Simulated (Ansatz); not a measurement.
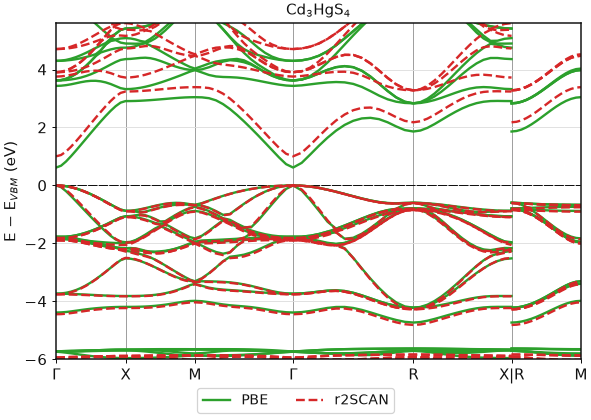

Band structures of Cd$_{3}$HgS$_{4}$, space group P-43m, 8 atoms in the cell, by two methods on the same cell. Each is counted from its own valence-band top.

What changes from one method to the other?

PBE gives a gap of 0.62 eV along the path and r2SCAN gives a gap of 1.00 eV along the path. Over the top 3 filled bands the two differ by 0.01 eV on average.

Settings. PBE: DFT PBE, scalar-relativistic, plane waves, PAW, no spin polarisation, 6×6×6 k mesh, 420 eV cutoff, Gaussian smearing of 0.02 eV (Ansatz 0.2.0). r2SCAN: DFT r2SCAN, scalar-relativistic, plane waves, PAW, no spin polarisation, 6×6×6 k mesh, 500 eV cutoff (Ansatz).

The structure is an invented one, so it need not be a known or stable phase. Spin-orbit coupling is left out, which matters for Hg.
